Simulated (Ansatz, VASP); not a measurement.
## BaH2 in two plane-wave programs

Aim: how closely do two programs agree when they are given the same cell, functional and k mesh? The cell is generated by rule, not measured, and may not be a known phase. The cell is taken from a series of VASP runs on this material, whose earlier steps may have relaxed, scaled or displaced it; both programs get it as it stands. Other levels of theory on this material are compared in a session of their own. Valence electrons are named where the data sets of a main pair hold unlike numbers.

Calculated with Ansatz 0.2.0; plane waves, with VASP 6.6.1 beside it; single point at PBEsol, spin-orbit coupling.

The structure was built from a prototype and need not be the compound's stable phase.

### Step 1. The starting structure

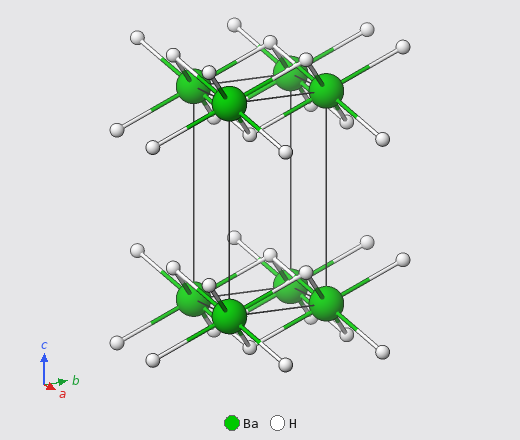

Start, viewed slightly off an axis; barium green, hydrogen white. Some periodic images of atoms are drawn too.

Structure file:

```cif
data_structure
_symmetry_space_group_name_H-M 'P-3m1'
_symmetry_Int_Tables_number 164
_cell_length_a 3.8891
_cell_length_b 3.8891
_cell_length_c 6.0754
_cell_angle_alpha 90.000
_cell_angle_beta 90.000
_cell_angle_gamma 120.000
_cell_volume 79.58
loop_
_atom_site_label
_atom_site_type_symbol
_atom_site_symmetry_multiplicity
_atom_site_Wyckoff_symbol
_atom_site_fract_x
_atom_site_fract_y
_atom_site_fract_z
_atom_site_occupancy
Ba1 Ba 1 a 0.00000 0.00000 0.00000 1
H1 H 2 d 0.33333 0.66667 0.19337 1
```

### Step 2. VASP: single point, PBEsol, spin-orbit coupling

With cell and atoms fixed, the geometry can't cause a difference; cores, projectors, grids and the points listed under the comparison can.

Lines of VASP's logs that name or quote its potential files are left out, and so is its time.

The input, INCAR:

```
SYSTEM = BaH2
PREC = Accurate
ENCUT = 400
EDIFF = 1E-08
NELM = 100
ISMEAR = 0
SIGMA = 0.02
LREAL = .FALSE.
ALGO = Normal
GGA = PS
LNONCOLLINEAR = .TRUE.
MAGMOM = 0 0 0 0 0 0 0 0 0
NBANDS = 24
GGA_COMPAT = .FALSE.
LASPH = .TRUE.
LSORBIT = .TRUE.
LORBIT = 11
LWAVE = .FALSE.
LCHARG = .FALSE.
KPAR = 4
```

The input, POSCAR:

```
BaH2
1.0
    3.8890879980      0.0000000000      0.0000000000
   -1.9445439990      3.3680490030      0.0000000000
    0.0000000000      0.0000000000      6.0754300000
Ba H
1 2
Direct
    0.0000000000      0.0000000000      0.0000000000
    0.3333333330      0.6666666670      0.1933749905
    0.6666666670      0.3333333330      0.8066250095
```

The input, KPOINTS:

```
Automatic mesh
0
Gamma
8 8 6
0 0 0
```

The input, KPOINTS_OPT:

```
points round the band edges
26
Reciprocal
  0.5000000000  -0.0000000000   0.5000000000 1
  0.5000000000   0.0000000000   0.5000000000 1
  0.4950482594   0.0024758703   0.5000000000 1
  0.5049517406  -0.0024758703   0.5000000000 1
  0.5000000000  -0.0042883332   0.5000000000 1
  0.5000000000   0.0042883332   0.5000000000 1
  0.5000000000   0.0000000000   0.4922645223 1
  0.5000000000   0.0000000000   0.5077354777 1
  0.4814309726   0.0092845137   0.5000000000 1
  0.5185690274  -0.0092845137   0.5000000000 1
  0.5000000000  -0.0160812494   0.5000000000 1
  0.5000000000   0.0160812494   0.5000000000 1
  0.5000000000   0.0000000000   0.4709919585 1
  0.5000000000   0.0000000000   0.5290080415 1
  0.4950482594   0.0024758703   0.5000000000 1
  0.5049517406  -0.0024758703   0.5000000000 1
  0.5000000000  -0.0042883332   0.5000000000 1
  0.5000000000   0.0042883332   0.5000000000 1
  0.5000000000   0.0000000000   0.4922645223 1
  0.5000000000   0.0000000000   0.5077354777 1
  0.4814309726   0.0092845137   0.5000000000 1
  0.5185690274  -0.0092845137   0.5000000000 1
  0.5000000000  -0.0160812494   0.5000000000 1
  0.5000000000   0.0160812494   0.5000000000 1
  0.5000000000   0.0000000000   0.4709919585 1
  0.5000000000   0.0000000000   0.5290080415 1
```

Potentials, in the order of the species: Ba_sv and H (PBE family, release 64).

Started as:

```sh
mpirun -np 4 vasp_ncl
```

Numbers of over 12 decimals in the logs are rounded to 6 here.

What it wrote:

```text
[banner, memory and clock lines left out]
running    4 mpi-ranks, on    1 nodes
 distrk:  each k-point on    1 cores,    4 groups
 distr:  one band on    1 cores,    1 groups

 POSCAR found type information on POSCAR BaH
 POSCAR found :  2 types and       3 ions
|                                                                             |
|               ----> ADVICE to this user running VASP <----                  |
|                                                                             |
|     You enforced a specific xc type in the INCAR file but a different       |
|     [... a line on the potential file left out ...]
|     I HOPE YOU KNOW WHAT YOU ARE DOING!                                     |
|                                                                             |

 LDA part: xc-table for (Slater+PW92), standard interpolation
 POSCAR, INCAR and KPOINTS ok, starting setup
 FFT: planning ... GRIDC
 FFT: planning ... GRID_SOFT
 FFT: planning ... GRID
 WAVECAR not read
 entering main loop
       N       E                     dE             d eps       ncg     rms          rms(c)
DAV:   1     0.631059612622E+02    0.63106E+02   -0.41237E+03  2400   0.664E+02
DAV:   2    -0.534486270788E+01   -0.68451E+02   -0.65968E+02  3392   0.155E+02
DAV:   3    -0.104352126390E+02   -0.50903E+01   -0.50688E+01  3432   0.443E+01
DAV:   4    -0.106329471490E+02   -0.19773E+00   -0.19763E+00  3584   0.653E+00
DAV:   5    -0.106348574452E+02   -0.19103E-02   -0.19102E-02  3168   0.673E-01    0.621E+00
DAV:   6    -0.962118882261E+01    0.10137E+01   -0.74797E-01  2880   0.403E+00    0.337E+00
DAV:   7    -0.928698352230E+01    0.33421E+00   -0.11251E+00  2928   0.450E+00    0.761E-01
DAV:   8    -0.930308570207E+01   -0.16102E-01   -0.84316E-02  2872   0.142E+00    0.336E-01
DAV:   9    -0.930785503465E+01   -0.47693E-02   -0.76621E-03  2912   0.407E-01    0.176E-01
DAV:  10    -0.931251160406E+01   -0.46566E-02   -0.66116E-03  2512   0.350E-01    0.102E-01
DAV:  11    -0.931317588722E+01   -0.66428E-03   -0.10483E-03  2872   0.143E-01    0.213E-02
DAV:  12    -0.931338981949E+01   -0.21393E-03   -0.19389E-04  2664   0.630E-02    0.195E-02
DAV:  13    -0.931342612502E+01   -0.36306E-04   -0.10767E-04  2784   0.481E-02    0.588E-03
DAV:  14    -0.931342677362E+01   -0.64860E-06   -0.19174E-06  3016   0.744E-03    0.397E-03
DAV:  15    -0.931342710301E+01   -0.32939E-06   -0.71737E-07  3064   0.471E-03    0.920E-04
DAV:  16    -0.931342732876E+01   -0.22575E-06   -0.27205E-07  2672   0.277E-03    0.449E-04
DAV:  17    -0.931342731990E+01    0.88589E-08   -0.15046E-08  2656   0.724E-04
   1 F= -.93134273E+01 E0= -.93134273E+01  d E =-.384922E-34  mag=     0.0000     0.0000     0.0000
 Start KPOINTS_OPT (optional k-point list driver)
k-point batch [1-26\26]
       N       E                     dE             ncg
DAV:   1    -0.182392363635E+04   -0.10666E+05     1248
DAV:   2    -0.346087079520E+04   -0.16369E+04     1640
DAV:   3    -0.358984287229E+04   -0.12897E+03     1752
DAV:   4    -0.359479107095E+04   -0.49482E+01     2088
DAV:   5    -0.359483086629E+04   -0.39795E-01     1648
DAV:   6    -0.359483181896E+04   -0.95268E-03     2096
DAV:   7    -0.359483182196E+04   -0.30009E-05     1656
DAV:   8    -0.359483182201E+04   -0.50944E-07     1936
DAV:   9    -0.359483182202E+04   -0.79262E-09     1424
```

Parts of OUTCAR (step 2):

```text
ion  position               nearest neighbor table
   1  0.000  0.000  0.000-   2 2.53   3 2.53   2 2.53   3 2.53   3 2.53   2 2.53
   2  0.333  0.667  0.193-   1 2.53   1 2.53   1 2.53
   3  0.667  0.333  0.807-   1 2.53   1 2.53   1 2.53

  LATTYP: Found a hexagonal cell.
 ALAT       =     3.8890879980
 C/A-ratio  =     1.5621734461

 Subroutine GETGRP returns: Found 12 space group operations
 (whereof 12 operations were pure point group operations)

The static configuration has the point symmetry D_3d.

 Found     50 irreducible k-points:

   k-points           NKPTS =     50   k-points in BZ     NKDIM =     50   number of bands    NBANDS=     24

   dimension x,y,z NGX =    28 NGY =   28 NGZ =   40
   dimension x,y,z NGXF=    56 NGYF=   56 NGZF=   80

   ENCUT  =  400.0 eV  29.40 Ry    5.42 a.u.   6.34  6.34  9.91*2*pi/ulx,y,z

   NELECT =      12.0000    total number of electrons

 k-points in reciprocal lattice and weights: Automatic mesh
   0.00000000  0.00000000  0.00000000       0.003
   0.12500000 -0.00000000  0.00000000       0.016
   0.25000000 -0.00000000  0.00000000       0.016
   0.37500000 -0.00000000  0.00000000       0.016
   0.50000000 -0.00000000  0.00000000       0.008
   0.12500000  0.12500000  0.00000000       0.016
   0.25000000  0.12500000  0.00000000       0.031
   0.37500000  0.12500000  0.00000000       0.031
   0.25000000  0.25000000  0.00000000       0.016
[...]
0.25000000  0.25000000  0.50000000       0.016
   0.37500000  0.25000000  0.50000000       0.016

 average (electrostatic) potential at core
       1 -39.6587       2 -34.1050       3 -34.1050

 E-fermi :  -0.7381

 k-point     1 :       0.0000    0.0000    0.0000
  band No.  band energies     occupation
    ...
      8     -11.8074      1.00000
      9      -3.9411      1.00000
     10      -3.9411      1.00000
     11      -1.1320      1.00000
     12      -1.1320      1.00000
     13       0.9323      0.00000
     14       0.9323      0.00000
     15       2.7305      0.00000
     16       2.7306      0.00000
     17       2.8506      0.00000
    ...

 k-point     2 :       0.1250   -0.0000    0.0000
  band No.  band energies     occupation
    ...
      8     -11.9477      1.00000
      9      -3.5885      1.00000
     10      -3.5885      1.00000
     11      -1.4942      1.00000
     12      -1.4942      1.00000
     13       1.1757      0.00000
     14       1.1757      0.00000
     15       2.5537      0.00000
     16       2.5537      0.00000
     17       3.1805      0.00000
    ...

 k-point     3 :       0.2500   -0.0000    0.0000
  band No.  band energies     occupation
    ...
      8     -12.1369      1.00000
      9      -2.9424      1.00000
     10      -2.9424      1.00000
     11      -1.9928      1.00000
     12      -1.9928      1.00000
     13       1.5898      0.00000
     14       1.5898      0.00000
     15       2.1651      0.00000
     16       2.1651      0.00000
     17       4.2404      0.00000
    ...

  Total        3.0507265      3.0507265     -0.2445051      0.0000000      0.0000000      0.0000000
  in kB       61.4201200     61.4201200     -4.9226093      0.0000000      0.0000000      0.0000000
  external PRESSURE =      39.3058769 kB  Pullay stress =       0.0000000 kB

  energy-cutoff  :      400.00
  volume of cell :       79.58
      direct lattice vectors                 reciprocal lattice vectors
     3.889087998  0.000000000  0.000000000     0.257129692  0.148453897  0.000000000
    -1.944543999  3.368049003  0.000000000     0.000000000  0.296907794  0.000000000
     0.000000000  0.000000000  6.075430000     0.000000000  0.000000000  0.164597403

 POSITION                                       TOTAL-FORCE (eV/Angst)
 -----------------------------------------------------------------------------------
      0.00000      0.00000      0.00000         0.000000      0.000000      0.000000
     -0.00000      2.24537      1.17484         0.000000      0.000000     -0.002639
      1.94454      1.12268      4.90059        -0.000000     -0.000000      0.002639
 -----------------------------------------------------------------------------------
    total drift:                               -0.000000     -0.000000      0.000000

  FREE ENERGIE OF THE ION-ELECTRON SYSTEM (eV)
  ---------------------------------------------------
  free  energy   TOTEN  =        -9.3134273199 eV

  energy  without entropy=       -9.3134273199  energy(sigma->0) =       -9.31342732

 Spin-Orbit-Coupling matrix elements
 Ion:    1  E_soc:     -0.3963117
 Ion:    2  E_soc:     -0.0000000
 Ion:    3  E_soc:     -0.0000000

 total charge
# of ion       s       p       d       tot
------------------------------------------
    1        2.033   5.604   0.317   7.954
    2        0.528   0.002   0.000   0.529
    3        0.528   0.002   0.000   0.529
--------------------------------------------------
tot          3.088   5.607   0.317   9.013

 magnetization (x)
# of ion       s       p       d       tot
------------------------------------------
    1        0.000   0.000   0.000   0.000
    2       -0.000   0.000   0.000  -0.000
    3       -0.000   0.000   0.000  -0.000
--------------------------------------------------
tot         -0.000   0.000   0.000  -0.000

 magnetization (y)
# of ion       s       p       d       tot
------------------------------------------
    1       -0.000   0.000   0.000   0.000
    2        0.000  -0.000   0.000  -0.000
    3        0.000  -0.000   0.000  -0.000
--------------------------------------------------
tot         -0.000  -0.000   0.000  -0.000

 magnetization (z)
# of ion       s       p       d       tot
------------------------------------------
    1        0.000   0.000   0.000   0.000
    2        0.000   0.000   0.000   0.000
    3        0.000   0.000   0.000   0.000
--------------------------------------------------
tot          0.000   0.000   0.000   0.000

[... 3 further parts left out ...]
```

The gap is read on the k-mesh alone, so it is an upper bound where the band edges lie off the mesh. Harder data sets than Ba_sv exist (the GW ones), and pressures, volumes and forces can shift noticeably with them.

[end of part 1 of 2]

[Lines on the potential files, build, host, timing and source positions are cut from VASP's logs without a mark.]

[Logs are printed without paths, hosts, clocks, repeated set-up lines and the standing remarks that a program may print on its own settings, such as how far it seeks lower states.]

[Hosts, paths, dates, database ids (printed as entryN), source tags and the programs' standing remarks are cut or masked in the printed files.]
